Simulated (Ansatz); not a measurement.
## Geometry relaxation of BSiNH6 (part 2 of 2)

The same run, continued: BSiNH6; RKS B3LYP/cc-pVDZ (Ansatz 0.2.0). It belongs to a series of runs on one base structure; here: end point B relaxed.

Geometry of the input (Å):
```
B  -0.6354  0.6856  -1.0937
N  -0.4890  0.6696  0.4020
Si 0.4134  -0.8119  0.7530
H  -1.5217  0.5545  0.4440
H  -0.2161  1.6092  -1.7522
H  0.1210  1.4967  0.6661
H  1.7597  -0.7825  0.0579
H  -0.2847  -1.9800  0.3462
H  0.7036  -0.8688  2.2555
```

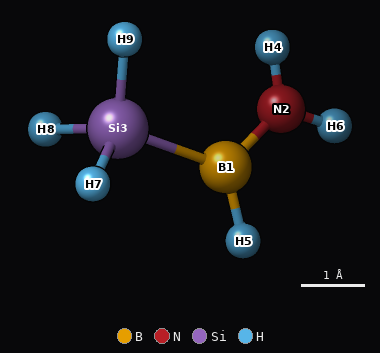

Fig. 1: The geometry at step 20 of the log (ball-and-stick view, seen at a tilt; atoms are numbered from 1 in the order of the input).

## Trajectory as extended XYZ, continued
```
9
Properties=species:S:1:pos:R:3:forces:R:3 step=10 energy=-10142.34507
B    -0.1804    0.6324   -0.5316    0.8237   0.2714   0.0377
N    -0.9746    1.2371    0.4495   -0.1189  -0.4195  -0.6566
Si    0.5713   -1.0974    0.2381    0.4933   0.4392  -0.0676
H    -1.5249    0.5595    0.9831    0.2423   0.9317   0.6257
H     0.4037    1.2370   -1.4415   -0.4222  -0.0786   0.6069
H    -0.9560    2.2165    0.7208   -0.6962  -0.0794  -0.2246
H     1.9332   -1.3147   -0.3986   -0.3642  -0.4415   0.0771
H    -0.3163   -2.2806    0.4094    0.0787  -0.3316  -0.1617
H     0.8947   -0.6174    1.6497   -0.0365  -0.2917  -0.2370
9
Properties=species:S:1:pos:R:3:forces:R:3 step=11 energy=-10142.66434
B    -0.1213    0.6461   -0.4579    0.0253   0.5691  -0.2043
N    -1.0107    1.2664    0.4300    0.3007  -0.2996  -0.3572
Si    0.5923   -1.1086    0.2252    0.4381   0.1938   0.2051
H    -1.4572    0.6153    1.0749   -0.0466   0.8537   0.4574
H     0.3991    1.2537   -1.3837   -0.1445  -0.0130   0.3854
H    -1.0967    2.2741    0.5996   -0.4444  -0.5663  -0.2434
H     1.9216   -1.3963   -0.4181   -0.1675  -0.3012   0.0012
H    -0.2870   -2.3068    0.3662   -0.0183  -0.1541  -0.1801
H     0.9109   -0.6715    1.6426    0.0572  -0.2824  -0.0641
9
Properties=species:S:1:pos:R:3:forces:R:3 step=12 energy=-10142.89159
B    -0.0912    0.6594   -0.4189    0.0363   0.4517  -0.0383
N    -1.0033    1.2806    0.4375    0.0195  -0.0465  -0.1708
Si    0.6339   -1.1060    0.2490    0.2482   0.0998   0.0942
H    -1.4462    0.6980    1.1470   -0.0040   0.6127   0.1953
H     0.3877    1.2810   -1.3504   -0.0958  -0.0593   0.2250
H    -1.2360    2.2805    0.4562   -0.1558  -0.6227  -0.1419
H     1.9167   -1.4628   -0.4429   -0.0845  -0.1877   0.0068
H    -0.2935   -2.2798    0.3186   -0.0170  -0.0696  -0.1328
H     0.9826   -0.7786    1.6826    0.0530  -0.1784  -0.0376
9
Properties=species:S:1:pos:R:3:forces:R:3 step=13 energy=-10143.04261
B    -0.0606    0.6806   -0.3512    0.0639   0.2460  -0.0188
N    -1.0379    1.2959    0.4271   -0.1230   0.0712   0.0521
Si    0.6886   -1.0974    0.2753    0.1044  -0.0604   0.0917
H    -1.4747    0.8157    1.2123    0.0551   0.2677  -0.0303
H     0.3893    1.2947   -1.2947   -0.0463  -0.0330   0.0856
H    -1.3633    2.2579    0.3036    0.0109  -0.3955  -0.0687
H     1.9089   -1.5364   -0.4821   -0.0792  -0.0227  -0.0018
H    -0.3067   -2.2249    0.2737    0.0153   0.0063  -0.0477
H     1.1071   -0.9139    1.7149   -0.0012  -0.0796  -0.0621
9
Properties=species:S:1:pos:R:3:forces:R:3 step=14 energy=-10143.07159
B    -0.0447    0.6855   -0.2774   -0.1194   0.0802   0.1668
N    -1.0747    1.3147    0.4191    0.0794   0.0647   0.0479
Si    0.7106   -1.1120    0.3084    0.1091   0.0049  -0.0205
H    -1.4757    0.9963    1.2964   -0.0201  -0.1255  -0.1263
H     0.3943    1.2865   -1.2283   -0.0290  -0.0947  -0.1112
H    -1.4498    2.2121    0.1292    0.0098   0.0463   0.0244
H     1.8874   -1.5026   -0.5348    0.0085  -0.0263   0.0153
H    -0.2790   -2.2419    0.2309   -0.0371   0.0572  -0.0196
H     1.1822   -1.0663    1.7353   -0.0012  -0.0068   0.0233
9
Properties=species:S:1:pos:R:3:forces:R:3 step=15 energy=-10143.06543 accepted=F
B    -0.0254    0.7119   -0.2695   -0.0512  -0.2068  -0.4231
N    -1.0186    1.3471    0.4657    0.1158  -0.0324  -0.1621
Si    0.7425   -1.0806    0.3224   -0.0554   0.0437   0.0509
H    -1.4325    0.9541    1.2991    0.0080   0.0421   0.2634
H     0.2789    1.1814   -1.3528    0.0439   0.0942   0.3153
H    -1.4583    2.2098    0.1705   -0.0966   0.0818  -0.0441
H     1.9455   -1.5057   -0.4613    0.0436   0.0380  -0.0001
H    -0.2951   -2.1517    0.1227    0.0067  -0.0268   0.0351
H     1.1138   -1.0939    1.7820   -0.0148  -0.0338  -0.0353
9
Properties=species:S:1:pos:R:3:forces:R:3 step=16 energy=-10143.08560
B    -0.0459    0.6903   -0.2857    0.0083   0.0380  -0.0076
N    -1.0440    1.3310    0.4426    0.0108  -0.0263  -0.0294
Si    0.7268   -1.0973    0.3107   -0.0124   0.0031   0.0328
H    -1.4554    0.9664    1.2959    0.0309   0.0118  -0.0100
H     0.3410    1.2405   -1.2925   -0.0261  -0.0189   0.0389
H    -1.4498    2.2169    0.1578   -0.0070  -0.0002   0.0084
H     1.9260   -1.5003   -0.4942   -0.0154  -0.0082  -0.0010
H    -0.2949   -2.1952    0.1883    0.0226  -0.0086  -0.0213
H     1.1469   -1.0800    1.7560   -0.0117   0.0092  -0.0108
9
Properties=species:S:1:pos:R:3:forces:R:3 step=17 energy=-10143.08988
B    -0.0629    0.6801   -0.3006   -0.0613  -0.0724   0.1340
N    -1.0238    1.3453    0.4551    0.0442  -0.0387  -0.0162
Si    0.7227   -1.0971    0.3111   -0.0080   0.0131   0.0010
H    -1.3808    1.0074    1.3426    0.0041   0.0221   0.0045
H     0.2714    1.1856   -1.3386    0.0264   0.0761  -0.1319
H    -1.4468    2.2219    0.1668   -0.0029   0.0021   0.0030
H     1.9681   -1.4625   -0.4407   -0.0062   0.0060   0.0137
H    -0.2624   -2.2163    0.1067    0.0183   0.0025  -0.0026
H     1.0654   -1.0921    1.7765   -0.0147  -0.0108  -0.0055
9
Properties=species:S:1:pos:R:3:forces:R:3 step=18 energy=-10143.09298
B    -0.0707    0.6773   -0.3063   -0.0096  -0.0419  -0.0133
N    -1.0111    1.3535    0.4643    0.0527  -0.0311  -0.0583
Si    0.7221   -1.0943    0.3122   -0.0078  -0.0148   0.0113
H    -1.3455    1.0256    1.3634   -0.0046   0.0245   0.0398
H     0.2347    1.1637   -1.3708   -0.0183   0.0118   0.0277
H    -1.4469    2.2215    0.1703   -0.0120   0.0166   0.0100
H     1.9880   -1.4450   -0.4119    0.0002   0.0157   0.0144
H    -0.2458   -2.2218    0.0704    0.0171   0.0143  -0.0068
H     1.0260   -1.1082    1.7873   -0.0177   0.0048  -0.0248
9
Properties=species:S:1:pos:R:3:forces:R:3 step=19 energy=-10143.09493
B    -0.1144    0.6480   -0.3400   -0.0941   0.0772   0.0824
N    -0.9698    1.3794    0.4887    0.1143  -0.2726   0.2181
Si    0.7128   -1.0971    0.3090    0.0376  -0.1725   0.0063
H    -1.1983    1.1083    1.4518    0.1059   0.1617  -0.4908
H     0.0945    1.0637   -1.4640   -0.0875  -0.0245   0.1816
H    -1.4302    2.2340    0.1920   -0.0131   0.0137   0.0374
H     2.0750   -1.3603   -0.2986   -0.2185   0.0442   0.1235
H    -0.1799   -2.2647   -0.0803    0.1853   0.1876   0.0773
H     0.8610   -1.1389    1.8201   -0.0299  -0.0147  -0.2357
9
Properties=species:S:1:pos:R:3:forces:R:3 step=20 energy=-10143.09576
B    -0.1283    0.6409   -0.3388   -0.0082   0.0419  -0.0038
N    -0.9643    1.3816    0.4950    0.2571   0.2229  -0.9498
Si    0.7072   -1.1002    0.3062    0.0447  -0.1838   0.0337
H    -1.1763    1.1265    1.4342   -0.1927  -0.2136   0.8290
H     0.0686    1.0565   -1.4619   -0.0634  -0.0318   0.1112
H    -1.4195    2.2419    0.2011    0.0350  -0.0569   0.0249
H     2.0800   -1.3451   -0.2801   -0.1929   0.0495   0.0921
H    -0.1578   -2.2825   -0.0933    0.1506   0.1817   0.0611
H     0.8413   -1.1471    1.8165   -0.0302  -0.0099  -0.1985
9
Properties=species:S:1:pos:R:3:forces:R:3 step=21 energy=-10143.11761
B    -0.1609    0.6136   -0.3490   -0.0016  -0.0556  -0.0238
N    -0.9280    1.4018    0.5011    0.0009   0.0348   0.0316
Si    0.6974   -1.1108    0.3039   -0.0395   0.0672   0.0043
H    -1.0897    1.1899    1.4802    0.0198  -0.0094  -0.0076
H    -0.0469    0.9803   -1.4957   -0.0006  -0.0045   0.0126
H    -1.3832    2.2594    0.2047   -0.0048   0.0008  -0.0117
H     2.1031   -1.2678   -0.1932    0.0230  -0.0005   0.0040
H    -0.0748   -2.3053   -0.1795    0.0046  -0.0135  -0.0088
H     0.7337   -1.1887    1.8064   -0.0017  -0.0193  -0.0006
9
Properties=species:S:1:pos:R:3:forces:R:3 step=22 energy=-10143.11051 accepted=F
B    -0.1916    0.5964   -0.3635    0.2508   0.1712   0.1204
N    -0.9164    1.4078    0.5005   -0.0899  -0.0323  -0.0392
Si    0.6873   -1.1007    0.3091   -0.0065  -0.1549  -0.0669
H    -1.0604    1.1967    1.4812   -0.0351  -0.0099   0.0428
H    -0.0457    0.9822   -1.4986   -0.1150  -0.0872  -0.0616
H    -1.3846    2.2573    0.2045    0.0098   0.0664   0.0030
H     2.0968   -1.2485   -0.1797    0.0316   0.0341  -0.0095
H    -0.0593   -2.3065   -0.1821   -0.0165  -0.0479  -0.0266
H     0.7246   -1.2123    1.8074   -0.0291   0.0606   0.0375
9
Properties=species:S:1:pos:R:3:forces:R:3 step=23 energy=-10143.11889
B    -0.1679    0.6093   -0.3514   -0.0034  -0.0086   0.0013
N    -0.9212    1.4067    0.5028   -0.0060   0.0186   0.0052
Si    0.6938   -1.1091    0.3042   -0.0044   0.0028   0.0001
H    -1.0743    1.1988    1.4840    0.0146  -0.0054  -0.0005
H    -0.0616    0.9699   -1.5004   -0.0082  -0.0089   0.0013
H    -1.3813    2.2613    0.2050    0.0036   0.0017  -0.0048
H     2.1060   -1.2563   -0.1803    0.0090   0.0074   0.0044
H    -0.0631   -2.3090   -0.1913    0.0034  -0.0036  -0.0094
H     0.7204   -1.1992    1.8062   -0.0086  -0.0040   0.0024
9
Properties=species:S:1:pos:R:3:forces:R:3 step=24 energy=-10143.12190
B    -0.1970    0.5877   -0.3589   -0.0296   0.0807   0.0412
N    -0.8970    1.4210    0.5095    0.0130  -0.0511   0.1125
Si    0.6841   -1.1140    0.3041    0.0297  -0.0452  -0.0264
H    -0.9979    1.2474    1.5083    0.0212   0.0085  -0.1848
H    -0.1396    0.9155   -1.5224   -0.0253  -0.0183   0.0283
H    -1.3625    2.2718    0.2092    0.0079   0.0088  -0.0003
H     2.1256   -1.1977   -0.1182   -0.0508  -0.0012   0.0261
H    -0.0080   -2.3269   -0.2577    0.0329   0.0276   0.0215
H     0.6429   -1.2323    1.8048    0.0009  -0.0097  -0.0181
9
Properties=species:S:1:pos:R:3:forces:R:3 step=25 energy=-10143.12324
B    -0.2135    0.5801   -0.3628   -0.0506   0.0947   0.0689
N    -0.8838    1.4317    0.5124    0.0223  -0.0664   0.0429
Si    0.6775   -1.1150    0.3027    0.0419  -0.0883  -0.0098
H    -0.9699    1.2663    1.5129    0.0267   0.0103  -0.1406
H    -0.1836    0.8905   -1.5318   -0.0107  -0.0090   0.0291
H    -1.3450    2.2852    0.2128    0.0012   0.0002   0.0019
H     2.1294   -1.1706   -0.0853   -0.0371   0.0112   0.0103
H     0.0280   -2.3397   -0.2825    0.0145   0.0349   0.0094
H     0.6116   -1.2562    1.8005   -0.0082   0.0125  -0.0121
9
Properties=species:S:1:pos:R:3:forces:R:3 step=26 energy=-10143.12411
B    -0.2241    0.5737   -0.3638   -0.0388   0.0644   0.0785
N    -0.8739    1.4374    0.5143    0.0215  -0.0484  -0.0285
Si    0.6733   -1.1195    0.3017    0.0213  -0.0335  -0.0020
H    -0.9403    1.2832    1.5160    0.0085  -0.0039  -0.0550
H    -0.2130    0.8726   -1.5348   -0.0114  -0.0029  -0.0014
H    -1.3381    2.2890    0.2137    0.0084   0.0021   0.0061
H     2.1309   -1.1476   -0.0615   -0.0104   0.0002   0.0041
H     0.0520   -2.3468   -0.3038    0.0048   0.0178   0.0030
H     0.5839   -1.2695    1.7970   -0.0039   0.0042  -0.0048
9
Properties=species:S:1:pos:R:3:forces:R:3 step=27 energy=-10143.12441
B    -0.2327    0.5691   -0.3640   -0.0148   0.0267   0.0472
N    -0.8688    1.4404    0.5149    0.0177  -0.0169  -0.0648
Si    0.6727   -1.1216    0.3020   -0.0075   0.0020  -0.0021
H    -0.9247    1.2919    1.5165    0.0062  -0.0052   0.0193
H    -0.2378    0.8585   -1.5373    0.0011   0.0008  -0.0031
H    -1.3270    2.2954    0.2149   -0.0041  -0.0052   0.0055
H     2.1341   -1.1341   -0.0439    0.0006   0.0003  -0.0004
H     0.0682   -2.3480   -0.3195    0.0016  -0.0019   0.0015
H     0.5667   -1.2793    1.7952   -0.0008  -0.0005  -0.0031
9
Properties=species:S:1:pos:R:3:forces:R:3 step=28 energy=-10143.12443
B    -0.2313    0.5707   -0.3632   -0.0210  -0.0112   0.0067
N    -0.8671    1.4417    0.5146    0.0088   0.0043  -0.0278
Si    0.6722   -1.1215    0.3017    0.0068   0.0074   0.0036
H    -0.9157    1.2967    1.5173   -0.0021  -0.0048   0.0152
H    -0.2436    0.8558   -1.5378    0.0066   0.0015   0.0007
H    -1.3315    2.2931    0.2141    0.0023   0.0004   0.0057
H     2.1348   -1.1330   -0.0387    0.0029  -0.0003  -0.0004
H     0.0718   -2.3478   -0.3233   -0.0041   0.0007  -0.0036
H     0.5611   -1.2833    1.7941   -0.0002   0.0019  -0.0001
9
Properties=species:S:1:pos:R:3:forces:R:3 step=29 energy=-10143.12448
B    -0.2336    0.5691   -0.3634    0.0048  -0.0001   0.0032
N    -0.8669    1.4415    0.5146   -0.0019   0.0018  -0.0118
Si    0.6721   -1.1215    0.3018   -0.0008   0.0021   0.0006
H    -0.9171    1.2955    1.5172   -0.0006  -0.0023   0.0041
H    -0.2420    0.8561   -1.5376   -0.0014  -0.0024   0.0004
H    -1.3296    2.2939    0.2145    0.0009   0.0012   0.0046
H     2.1347   -1.1320   -0.0394   -0.0005   0.0007  -0.0005
H     0.0714   -2.3480   -0.3230   -0.0003  -0.0007  -0.0002
H     0.5618   -1.2821    1.7943    0.0000  -0.0002  -0.0004
```

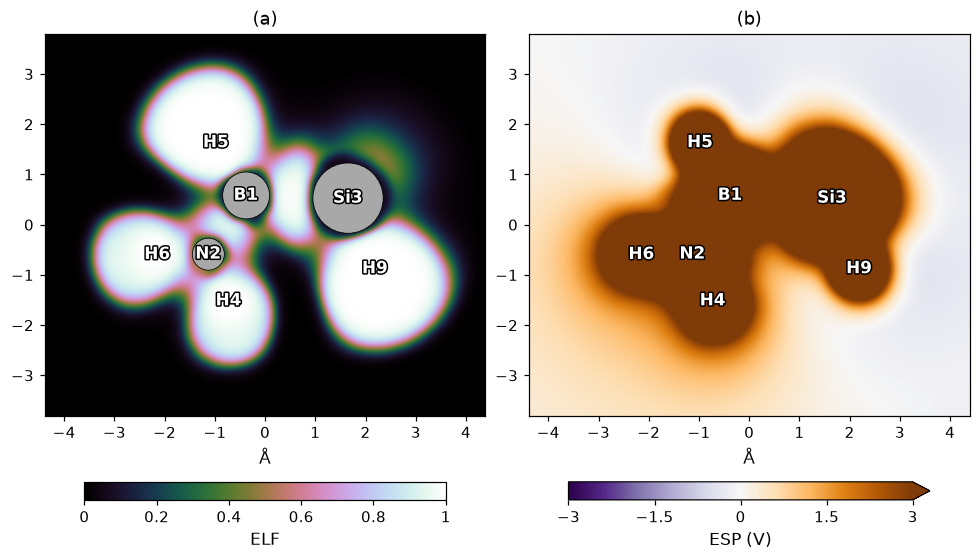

Fig. 2: (a) electron localisation function; (b) electrostatic potential on the plane of atoms N2, B1 and Si3. Grey discs, where drawn, cover atomic cores. The plane passes through B, N, Si and H nuclei. N–H (1.01 Å): the ELF climbs to about 1 towards the hydrogen, as it does in any bond to H (a covalent bond by its length). Si–H (1.51 Å): the ELF climbs to about 1 towards the hydrogen.

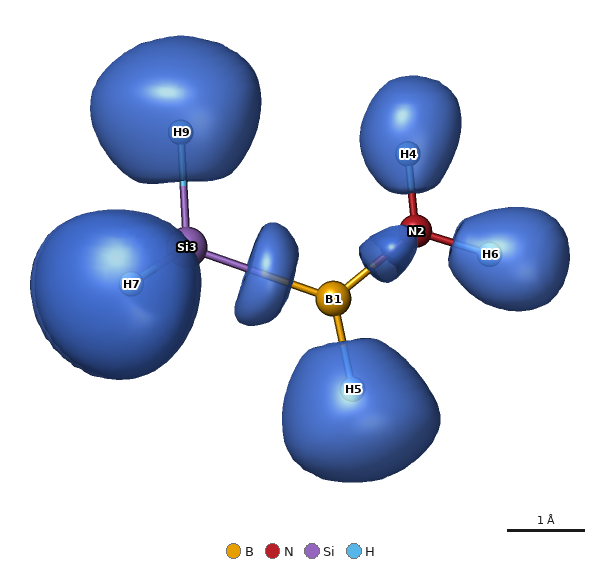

Fig. 3: Isosurface of the ELF at 0.85 (blue), seen face on. Only the valence region is drawn (cores and ρ < 0.01 e/Å³ removed). Values along the shortest contacts: B–N (1.39 Å): the ELF peaks at about 0.90 between the atoms, which marks a shared but strongly polarised pair.

## Summary

| quantity | value |
| --- | --- |
| outcome | converged |
| total energy | −10143.1247 eV |
| mean-field energy | −10143.1247 eV |
| largest force (length of the vector) at the end | 0.012 eV/Å |
| wall time | 90 s |
| peak memory | 0.17 GiB |
